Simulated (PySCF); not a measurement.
Ga(Me)(OMe)2, C₃H₉GaO₂, SMILES C[O][Ga]([CH3])[O]C, singlet at its GFN2-xTB optimised geometry (Å):

```
15

Ga    -0.3120     0.2199     0.0000
C     -1.1631     2.0613     0.0000
H     -0.3632     2.7954    -0.0351
H     -1.7542     2.1983     0.9038
H     -1.8111     2.1729    -0.8676
O     -1.0074    -1.3977     0.0008
C     -2.2028    -2.1460     0.0019
H     -3.0901    -1.5081     0.0243
H     -2.2384    -2.7648    -0.8989
H     -2.2156    -2.7954     0.8817
O      1.4428     0.2199     0.0000
C      2.4710    -0.7506     0.0037
H      2.0726    -1.7688     0.0093
H      3.0884    -0.6161    -0.8890
H      3.0901    -0.6069     0.8939
```

Calculation: CAM-B3LYP/def2-TZVP in PySCF 2.14.0. Cells within 0.4 Å of a nucleus heavier than hydrogen are left out (blank, or x).

Map of the deformation density (molecule minus spherical neutral atoms) (e/bohr³) on the plane z = 0.0 Å:

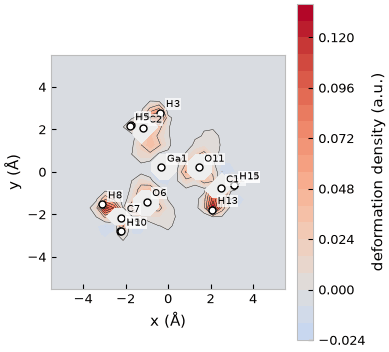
Deformation density (molecule minus spherical neutral atoms) (e/bohr³) on the plane z = 0.0 Å.
